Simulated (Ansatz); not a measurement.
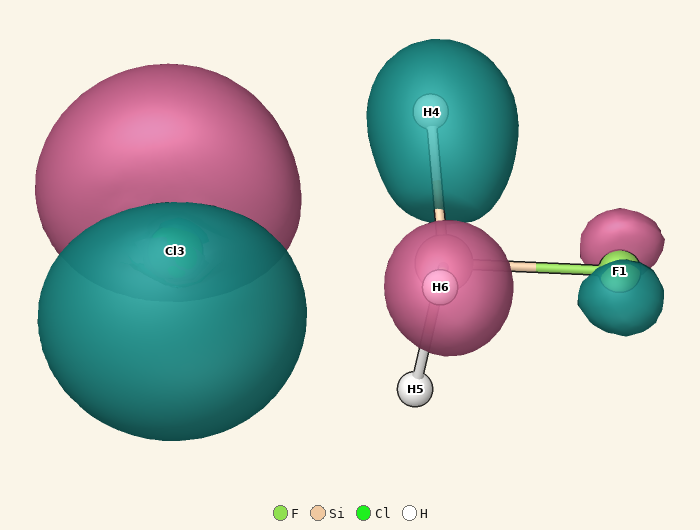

Figure 1: FH$_{3}$Si···Cl (charge −1). The HOMO at ±0.1 Å⁻³ᐟ² (teal and pink are the two phases), seen at a tilt.

Geometry: rigid move from PBE0-D4/def2-TZVP.

Computed with RKS PBE0-D4/def2-TZVPPD in Ansatz.

Input file:

```
crystal:
  periodic: [false, false, false]
  atoms:
    - {symbol: F, position_ang: [-0.978418, -0.541348, -1.525495]}
    - {symbol: Si, position_ang: [-0.146216, -0.080910, -0.227954]}
    - {symbol: Cl, position_ang: [1.126380, 0.623229, 1.756128]}
    - {symbol: H, position_ang: [0.272396, -1.452297, 0.164284]}
    - {symbol: H, position_ang: [0.808528, 0.781743, -0.972324]}
    - {symbol: H, position_ang: [-1.301672, 0.548411, 0.463904]}
basis:
  gaussian: {orbitals: "def2-TZVPPD.json"}
total_charge: -1
hamiltonian: {xc: pbe0, dispersion: d4}
output: {orbitals: {seedname: orbitals}}
```

Launched as:

```sh
ansatz run in.yaml --threads 2 --pin off --events-out ev --progress --plain --max-ram 5222MiB
```

What is the character of this orbital?

It lies mainly on Cl3 (about 85 %); largely a lone pair of Cl3. It is one of a degenerate set, so its orientation is arbitrary. Its energy is −2.50 eV.
